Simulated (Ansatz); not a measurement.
The calculation's input:

```
crystal:
  periodic: [false, false, false]
  atoms:
    - {symbol: C, position_ang: [-2.120463, 1.540932, 0.425131]}
    - {symbol: F, position_ang: [-1.822255, 1.293540, 1.684669]}
    - {symbol: F, position_ang: [-1.026908, 1.352248, -0.285570]}
    - {symbol: O, position_ang: [-3.167776, 1.869082, 0.012136]}
basis:
  gaussian: {orbitals: def2-TZVPD}
hamiltonian: {xc: pbe0}
output: {forces: true, orbitals: {seedname: orbitals}}
```

Command:

```sh
ansatz run input.yaml --threads 2 --pin off --max-ram 4350MiB --events-out events.jsonl --progress --plain --runs-dir runs
```

Geometry: r2SCAN-D4/def2-TZVP.

Method: isolated molecule in a Gaussian basis; Kohn-Sham density functional theory, functional PBE0 (Ansatz 0.2.0).

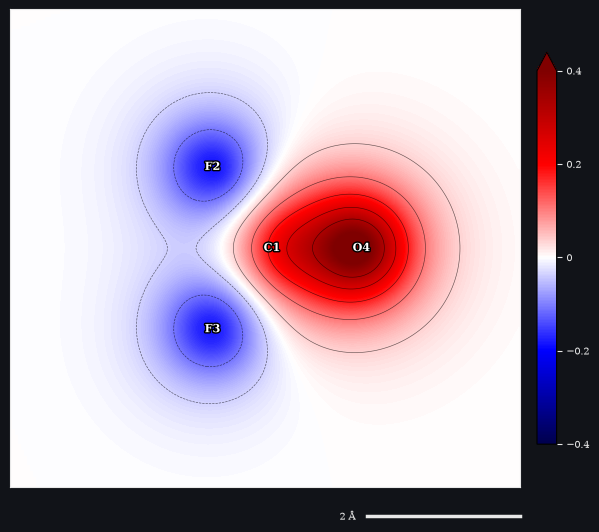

CF₂O (SMILES O=C(F)F). The HOMO−1 on a plane 0.8 Å above the molecular plane (values in Å⁻³ᐟ²; the overall sign is arbitrary).

What is the character of this orbital?

Its weight (Hirshfeld) is mainly on O4 (about 55 %), C1 (about 15 %), F2 (about 15 %) and F3 (about 15 %); it changes sign across the molecular plane (π type); π-bonding across C1–O4; π-antibonding (a node) across C1–F2 and C1–F3. Its energy is −11.64 eV.
